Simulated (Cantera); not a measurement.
Charge: 1 mol Si, 20 mol HBr, 6.3 mol H₂, at 1.33 mbar.

These are equilibrium values from Cantera (NASA tables, ideal gas, pure condensed phases), not measurements of a reactor. Candidate condensed phases: Br₂, Si; 19 gas species. The tables' values for SiBr₃ are old estimates; treat these amounts as uncertain. The numbers say what is thermodynamically allowed, not how fast it happens.

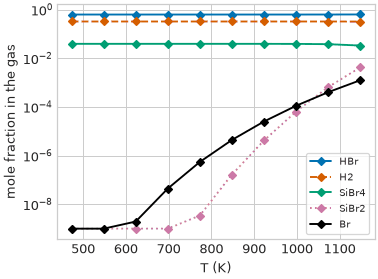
Figure. Equilibrium gas composition (values under 1e-9 drawn at 1e-9)

Q: Read off the mole fractions at 773 K.

A: HBr about 0.63, H₂ about 0.33, SiBr₄ about 0.040, Br about 5.5e-7.
